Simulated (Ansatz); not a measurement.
## Electronic structure of C2H7AlBF (SMILES B[CH]([AlH2])CF) in real space

Input file:

```
crystal:
  periodic: [false, false, false]
  atoms:
    - { symbol: B, position_ang: [-1.3673, 0.757, -0.3253] }
    - { symbol: C, position_ang: [-0.3471, -0.1629, 0.3445] }
    - { symbol: Al, position_ang: [0.1061, -1.5997, -0.9724] }
    - { symbol: C, position_ang: [0.9721, 0.6266, 0.7856] }
    - { symbol: F, position_ang: [0.562, 1.5467, 1.732] }
    - { symbol: H, position_ang: [-1.1303, 1.4442, -1.2992] }
    - { symbol: H, position_ang: [-2.4774, 0.891, 0.1177] }
    - { symbol: H, position_ang: [-0.7691, -0.6295, 1.2225] }
    - { symbol: H, position_ang: [0.5519, -1.1324, -2.3921] }
    - { symbol: H, position_ang: [0.9546, -2.8546, -0.3758] }
    - { symbol: H, position_ang: [1.6298, -0.0821, 1.2532] }
    - { symbol: H, position_ang: [1.3914, 1.1408, -0.0568] }
basis:
  gaussian: { orbitals: "6-31G" }
hamiltonian:
  xc: pbe0
relax:
  f_tol: 0.02
  max_steps: 40
output:
  orbitals: {}
```

Launched as:

```sh
ansatz run input.yaml --threads 1 --pin off --max-ram 2048MiB --backend cpu --events-out ev --progress --plain --runs-dir out
```

The fields are those of the relaxed geometry.

These are results of RKS PBE0/6-31G in Ansatz 0.2.0, not measurements.

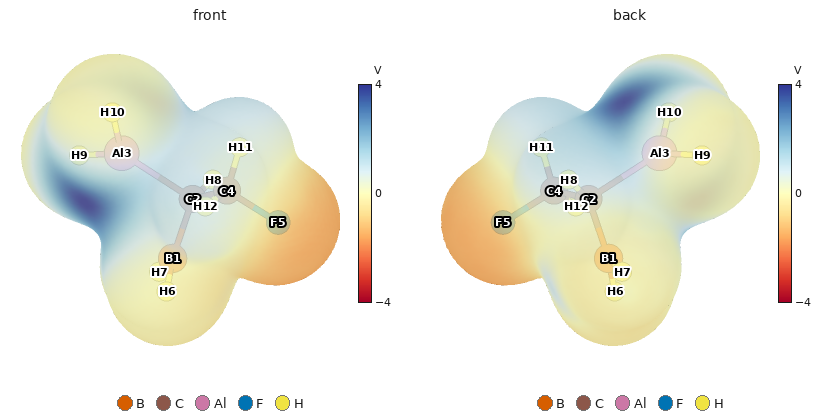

Figure 1. The electrostatic potential painted on the density surface at 0.002 e/bohr³, seen from the front and from behind; red is negative and blue positive.

### Describe the electrostatic potential map.

The most negative region (about −1.5 V) lies over F5, the most positive (about +3.8 V) over Al3.

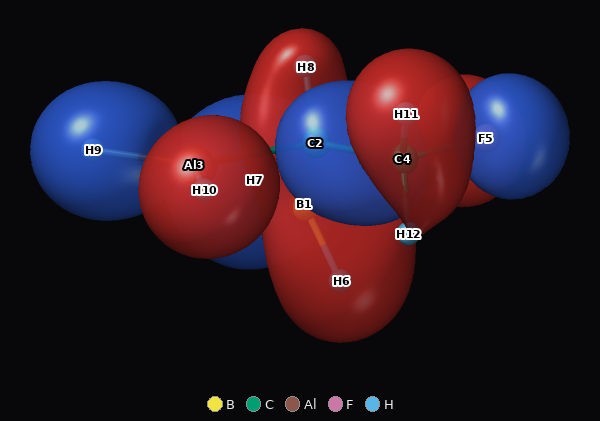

Figure 2. The HOMO−1 at ±0.06 Å⁻³ᐟ² (blue and red are the two phases), seen from one side.

### What is the character of this orbital?

It lies mainly on F5 (about 20 %), B1 (about 15 %), H7 (about 15 %), C2 (about 10 %) and C4 (about 10 %). Its energy is −8.88 eV.

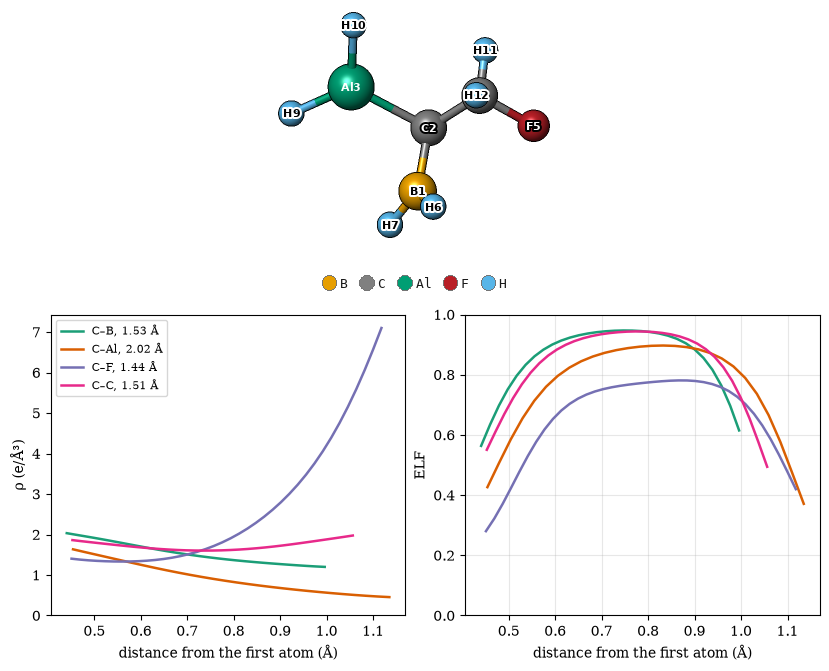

Figure 3. Electron density and ELF along straight lines between neighbouring atoms. The curves leave out the atomic cores. The structure is drawn too.

### Compare the contacts.

C–B (1.53 Å): the density is about 1.4 e/Å³ at the midpoint; the ELF peaks at about 0.95 between the atoms (a covalent bond).
C–Al (2.02 Å): ρ at the midpoint is about 0.55 e/Å³; the ELF peaks at about 0.90 between the atoms, as expected for a shared but strongly polarised pair.
C–F (1.44 Å): ρ at the midpoint is about 1.6 e/Å³, with its minimum of 1.3 e/Å³ about 0.6 Å from C; the ELF peaks at about 0.80 between the atoms (a shared but strongly polarised pair).
C–C (1.51 Å): the density is about 1.6 e/Å³ at the midpoint; the ELF peaks at about 0.95 between the atoms; a shared electron pair.

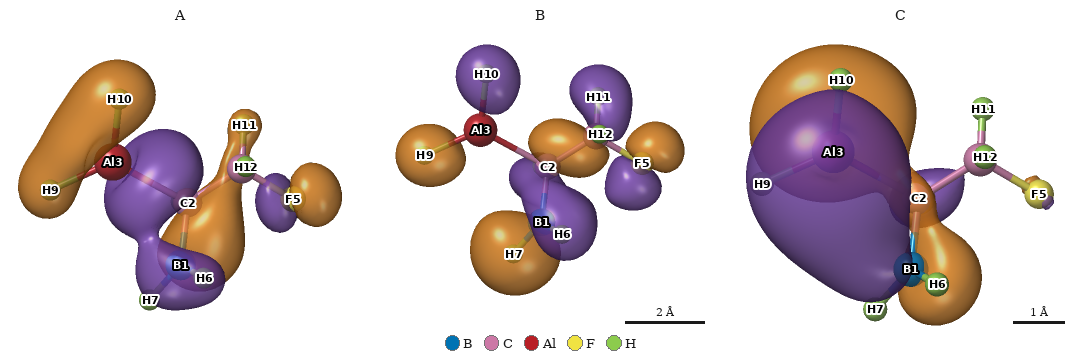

Figure 4. Three frontier orbitals at ±0.08 Å⁻³ᐟ² (orange and purple are the two phases), in no order.

### Order the three orbitals by energy and name them.

B is the HOMO−1 (−8.88 eV). Its weight (Hirshfeld) is mainly on F5 (about 20 %), B1 (about 15 %), H7 (about 15 %), C2 (about 10 %) and C4 (about 10 %). A is the HOMO (−8.32 eV). By Hirshfeld shares it lies mainly on C2 (about 35 %), Al3 (about 20 %), B1 (about 15 %), F5 (about 10 %) and H10 (about 10 %). C is the LUMO (−2.27 eV). By Hirshfeld shares it lies mainly on Al3 (about 65 %), B1 (about 10 %) and C2 (about 5 %).

### What is the HOMO–LUMO gap?

6.05 eV between the orbital energies.
